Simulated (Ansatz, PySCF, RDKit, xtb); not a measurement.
**Which structure has the formula CH5GeS−?**

Only the formula CH5GeS− is given (charge -1). Aim: find the structure of lowest free energy at 298.15 K, then its properties.

The funnel: GFN2-xTB relaxations, single points with a density functional, relaxations at r2SCAN-D4/def2-SVPD, harmonic vibrations, and a last energy at a higher level. All values are calculated.

7 further runs of the same task are left out: 7 set aside as unsound or not needed.

## Step 1: Drawing up candidates

A program enumerates the bonding patterns with one Lewis structure each (two rings at most, one unusual centre or charged pair), with their diastereomers. O–O, O–halogen and N–halogen bonds and N–N–N chains are not drawn. That gives 13 candidates.

```
label              SMILES     spin
 c047       S[CH2][GeH2-]  singlet
 c284     [CH3][GeH-][SH]  singlet
 c351        C[SH]=[GeH-]  singlet
 c353    [CH2-][GeH2][SH]  singlet
 c411         C[S][GeH2-]  singlet
 c478        S[CH-][GeH3]  singlet
 c508    [CH-]=[SH][GeH3]  singlet
 c533  [SH2+][CH-][GeH2-]  singlet
 c567       C=[SH][GeH2-]  singlet
 c587  [CH2-][GeH-][SH2+]  singlet
 c657     [S-][CH2][GeH3]  singlet
 c809     [CH2-][S][GeH3]  singlet
 c871     [CH3][GeH2][S-]  singlet
```

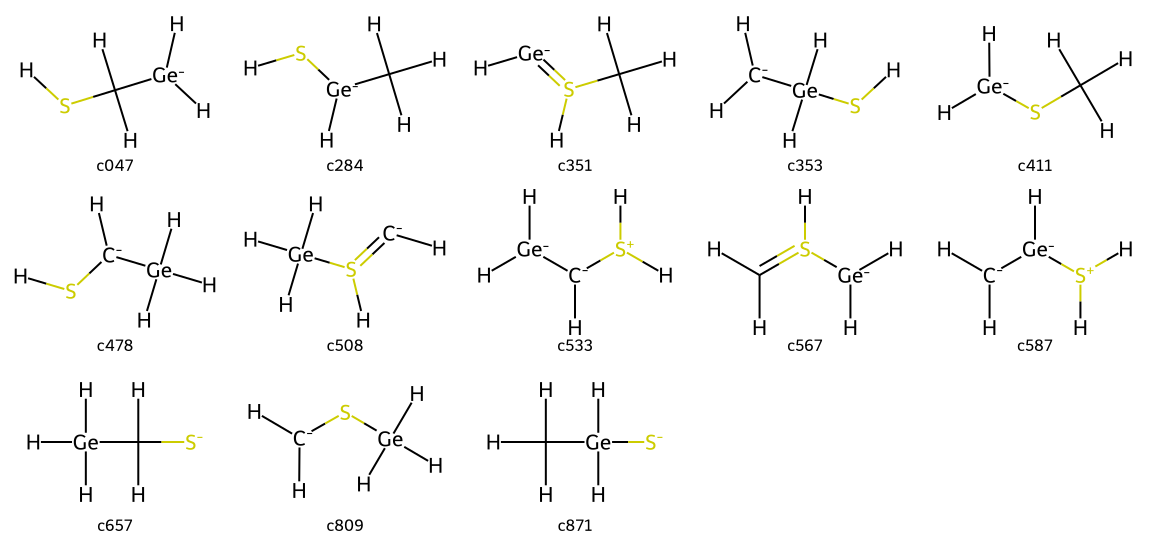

Structural formulas of the candidates.

Candidates are built by distance geometry, with a force field where one applies, in up to four conformers (letters a to d). 6 starts with atoms placed at random are added, to find patterns that the rules miss.

**Question.** With final energies at CCSD(T)/def2-SVPD + MP2/def2-TZVPPD - MP2/def2-SVPD, which structure will this search put lowest in free energy, and by what margin?

| quantity | value |
| --- | --- |
| lowest structure found | [CH3][GeH2][S-], singlet, Cs |
| next finalist | [CH3][GeH-][SH], singlet, 12.8 kcal/mol higher in G |
| share at equilibrium, among the finalists | 100.0 % |
| harmonic wavenumbers, lowest and highest (r2SCAN-D4/def2-SVPD) | 146 and 3124 cm⁻¹ |
| rotational constants, same geometry | 0.4075, 0.1101, 0.091 cm⁻¹ |
| HOMO energy (PBE0/def2-TZVPD) | -0.92 eV |
| LUMO energy (PBE0/def2-TZVPD) | 3.79 eV |
| HOMO–LUMO gap (to an unbound level, set by the basis) (PBE0/def2-TZVPD) | 4.71 eV |
| lowest excitation (TD-CAM-B3LYP/def2-SVPD) | 4.50 eV (f = 0.001) |
| strongest of the states computed, same level | 4.65 eV (f = 0.096) |
| lowest triplet excitation, same level, Tamm-Dancoff | 4.22 eV |
| vertical detachment energy | 2.80 eV |
| vertical triplet less singlet | +3.78 eV |

`[CH3][GeH2][S-]` comes out lowest. Among the finalists first place is clear (12.8 kcal/mol); structures outside the list aren't covered. GFN2-xTB, HF/STO-3G, r2SCAN-D4/def2-SVPD, r2SCAN-D4/def2-SVPD, relaxed, HF/def2-SVPD and MP2/def2-SVPD already put its bonding pattern lowest among the structures in one piece. In an anion, excitations above the detachment energy lie in the continuum and hang on the basis, so they needn't be bound states. Lowest found is not proven lowest: the search is finite, and each finalist counts with one conformer. Patterns outside the rules of the enumeration were met only by chance.
